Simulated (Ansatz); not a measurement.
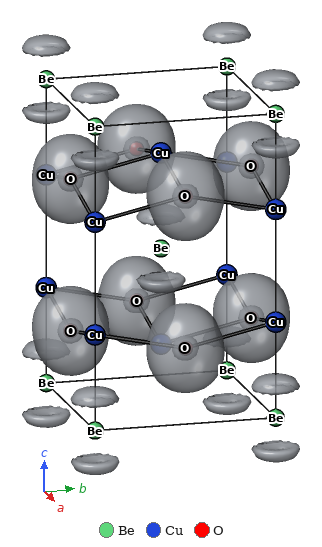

Figure. BeCu2O2. Isosurface of the electron localisation function at 0.6 (grey), seen slightly off an axis. Core shells and regions of very low density are left out. Sticks mark near contacts.

Space group I4/mmm; a structure from a database of computed crystals, not necessarily the ambient phase; started from the CaSi2Ni2-139 prototype, which need not be the ambient phase; computed without spin polarisation.

Computed with DFT, r2SCAN+rVV10, plane waves, PAW in Ansatz 0.2.0.

Q: Identify the bonds, lone pairs and shells in this picture.

A: The ELF exceeds this value in four lobes of the valence shell of Be pointing towards Cu (polar bonds) and four regions wrapped around O (the valence shell of each), counted in one cell of 10 atoms. Any copies at cell faces, edges or corners count once.

Values along the shortest contacts:
Cu–O (2.03 Å): the ELF peaks at about 0.80 in the valence shell of O, 0.6 Å from its nucleus, and is about 0.15 at the midpoint: no shared electron pair shows on this line. Be–Cu (2.10 Å): the ELF is about 0.45 at the midpoint.
